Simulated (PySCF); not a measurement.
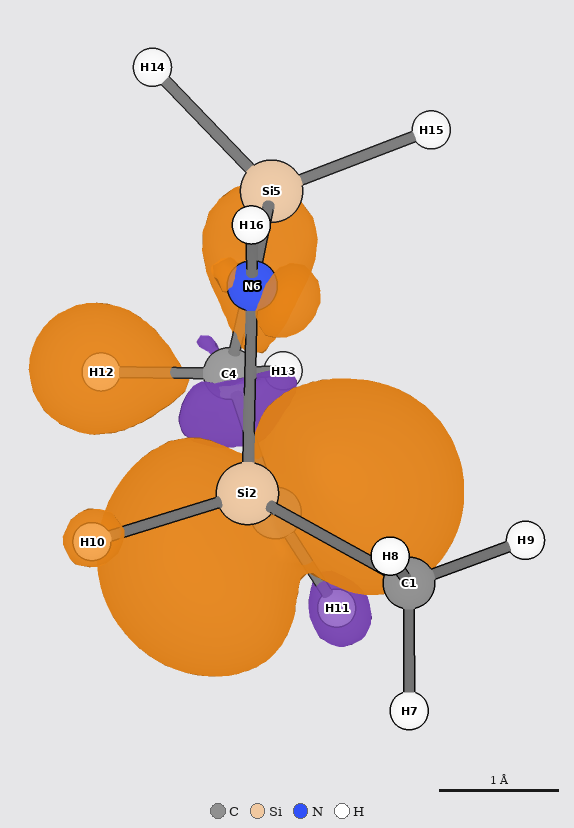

Figure. C$_{3}$H$_{10}$NSi$_{2}$ (doublet). Isosurfaces of the spin density (α minus β) at +0.02 (orange) and −0.02 e/Å³ (purple), seen at an oblique angle.

Geometry: GFN2-xTB.

Method: UKS B3LYP, pcH-1 on C H N Si, non-relativistic, mean-field spin-orbit, GIAO (PySCF 2.14.0, density-fitted response routines).

```xyz
16

C     2.5229    0.0550   -0.1733
Si    0.8302   -0.4530    0.5196
C    -0.3531   -1.1588   -0.7072
C    -1.7492   -0.7385   -0.5306
Si   -1.7119    1.0565    0.1616
N    -0.1757    0.9312    0.9202
H     3.0743   -0.8212   -0.4966
H     3.1197    0.5534    0.5840
H     2.4328    0.7245   -1.0228
H     1.0330   -1.2227    1.7652
H    -0.0868   -1.7153   -1.5919
H    -2.2209   -1.3258    0.2630
H    -2.3501   -0.8708   -1.4295
H    -2.7840    1.2977    1.1305
H    -1.7545    2.0397   -0.9286
H     0.1659    1.6569    1.5249
```

### Which atoms carry the spin?

The unpaired spin (1 electron) lies mostly on C3 (about 0.6) and Si2 (about 0.1), in electrons by Hirshfeld's partition.
